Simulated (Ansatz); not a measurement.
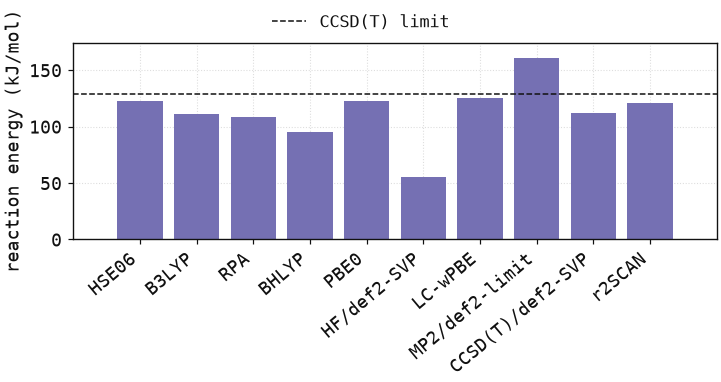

Electronic reaction energy of GaHOCl₂ ([OH][Ga]([Cl])[Cl]) + SiH₃ ([SiH3]) [doublet] → GaOCl₂ ([O][Ga]([Cl])[Cl]) [doublet] + SiH₄ ([SiH4]) (SMILES in brackets) at several levels (functionals in def2-TZVPP unless a basis is named), isolated molecules at PBE0-D4 triple-zeta geometries, minima by their frequencies, no zero-point or thermal terms, the Ansatz code. The line is frozen-core CCSD(T) at the basis limit (MP2 extrapolated from triple and quadruple zeta, plus CCSD(T) less MP2 in a smaller set). RPA holds a correlation term that converges slowly with the basis, so part of the distance to the limit is basis error. The distance of HF/def2-SVP and CCSD(T)/def2-SVP to the limit includes basis error. The limit lies 7.4 kJ/mol from CCSD(T)/def2-TZVPP, so the line itself is uncertain by a part of that.

Q: What range do the values span, the line included?

A: From 55.4 kJ/mol (HF/def2-SVP) to 160.9 kJ/mol (MP2/def2-limit).

Q: Which level comes closest to the line (CCSD(T) limit), and which misses most?

A: Closest LC-wPBE (125.0 kJ/mol), against 129.1 kJ/mol; farthest HF/def2-SVP (55.4 kJ/mol).

Known limits of this run: no scalar relativity up to krypton; outer-core shells are correlated without core-valence functions, which makes the correlated values less sure.
